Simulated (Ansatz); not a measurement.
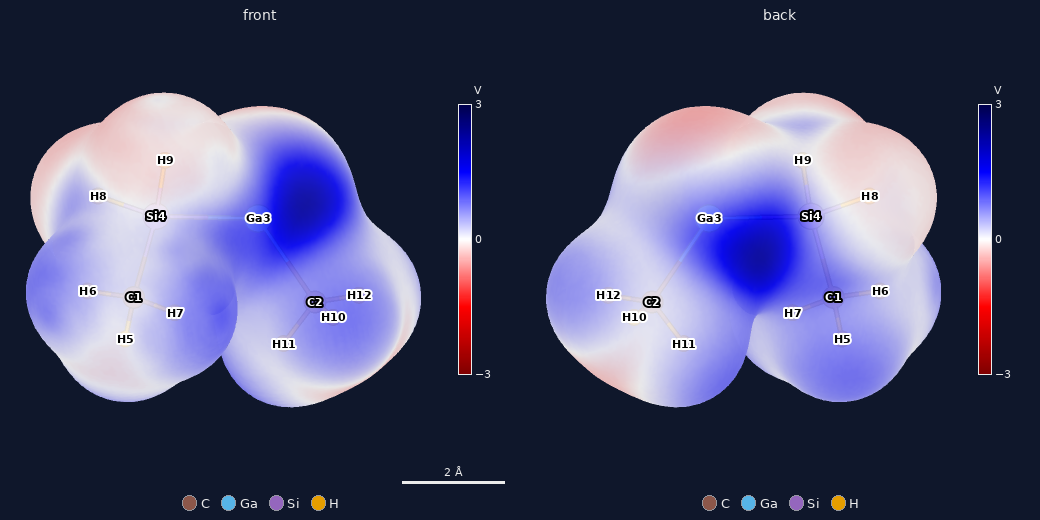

The picture shows: C2H8GaSi (SMILES C[SiH2][Ga][CH3]) (doublet). The molecular electrostatic potential painted on the density surface at 0.002 e/bohr³, seen from the front and from behind; red is negative and blue positive.

Geometry: PBE0-D3(BJ)/pcseg-1.

These are results of isolated molecule in a Gaussian basis; Kohn-Sham density functional theory, functional PBE0 in Ansatz 0.2.0, not measurements.

```xyz
12

C    -0.7812    0.4428    0.5181
C     3.0850   -0.7010   -1.1249
Ga    2.9234    0.2582    0.6243
Si    0.7428    0.9002    1.5425
H    -0.7431    0.9134   -0.4717
H    -1.7006    0.7742    1.0182
H    -0.8444   -0.6424    0.3732
H     0.7656    2.3841    1.7564
H     0.6276    0.2782    2.9020
H     2.5244   -1.6457   -1.0722
H     2.6270   -0.0895   -1.9160
H     4.1203   -0.9214   -1.4056
```

### Which sites attract a positive test charge, and which a negative one?

A positive charge is drawn to the negative regions and a negative charge to the positive ones. The most negative region (about −0.5 V) lies over C2, the most positive (about +2.1 V) over Ga3.
